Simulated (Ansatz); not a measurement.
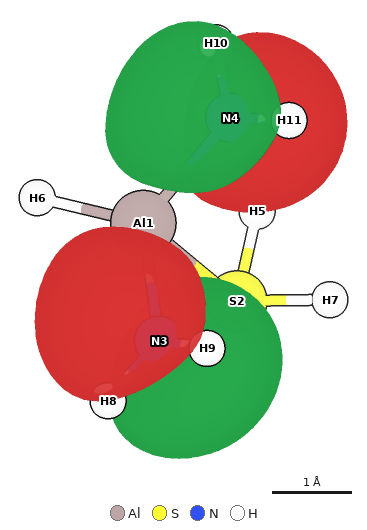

Figure 1: AlH$_{7}$N$_{2}$S. The HOMO at ±0.08 Å⁻³ᐟ² (green and red are the two phases), seen at an oblique angle.

The product side of a reaction path; geometry: PBE0-D4/def2-TZVP; a saddle point, not a minimum.

The calculation used RKS PBE0-D4/def2-TZVPP (Ansatz).

```
atom    x (Å)    y (Å)    z (Å)
  Al  -0.5460  -0.3222  -0.4628
   S   0.9648   1.8898  -0.5751
   N   0.8188  -1.4229  -0.8225
   N  -1.0939  -0.2441   1.2383
   H   0.1423   2.7462   0.0535
   H  -1.5381   0.1660  -1.6046
   H   1.5804   1.5470   0.5669
   H   1.1180  -1.6611  -1.7537
   H   1.2216  -2.0673  -0.1624
   H  -1.9999   0.0987   1.5121
   H  -0.6681  -0.7300   2.0104
```

Question: What is the character of this orbital?

Answer: Its weight (Hirshfeld) is mainly on N3 (about 45 %) and N4 (about 35 %); largely a combination of lone pairs on N3 and N4. Its energy is −6.47 eV.
